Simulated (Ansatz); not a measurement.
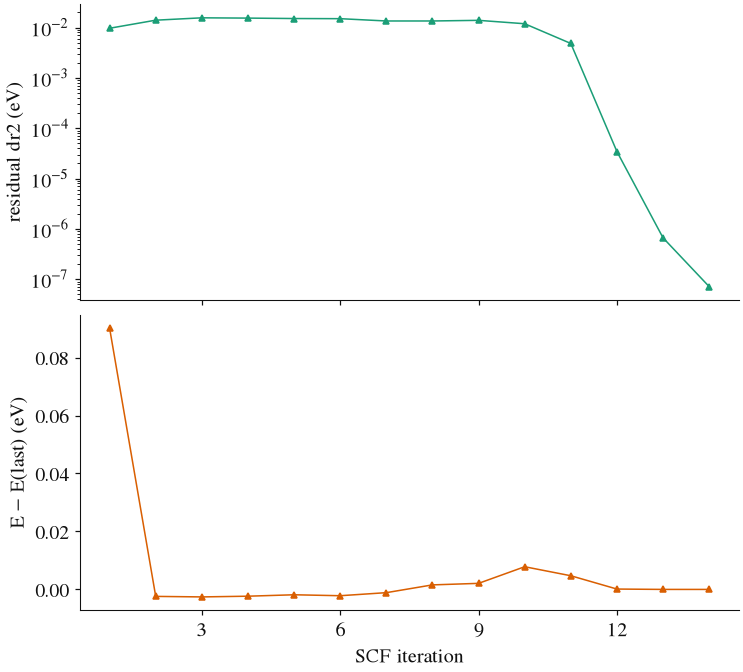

The plot shows the SCF iterations of a calculation: density residual dr2, Harris–Foulkes energy less its last value. The starting density is a sum of atomic densities corrected by a trained network.

SiC (4 atoms in the cell), run with Ansatz.

```
crystal:
  lattice:
    - [3.0753562516, 0.0, 0.0]
    - [-1.5376781258, 2.6633366395, 0.0]
    - [0.0, 0.0, 5.0481081077]
  atoms:
    - { symbol: Si, position: [0.3333333333, 0.6666666667, -0.0004084095] }
    - { symbol: Si, position: [0.6666666667, 0.3333333333, 0.4995915905] }
    - { symbol: C, position: [0.3333333333, 0.6666666667, 0.3754084095] }
    - { symbol: C, position: [0.6666666667, 0.3333333333, 0.8754084095] }
kpoints:
  mp_grid: { grid: [6, 6, 4] }
hamiltonian:
  xc: r2scan
scf:
  occupations: { method: fixed }
  n_extra_bands: 5
  mixing: { beta: 0.05 }
  max_iter: 65
output:
  forces: true
  stress: true
  eigenvalues: true
```

Command:
```bash
ansatz run input.yaml --threads 4 --pin off --max-ram 3686MiB --backend cpu --events-out ev --progress --plain --runs-dir out
```

Was self-consistency reached?

Answer. The run converged; it took 14 iterations. The residual lingers near 0.014 from about step 1 to 11 before it falls again.
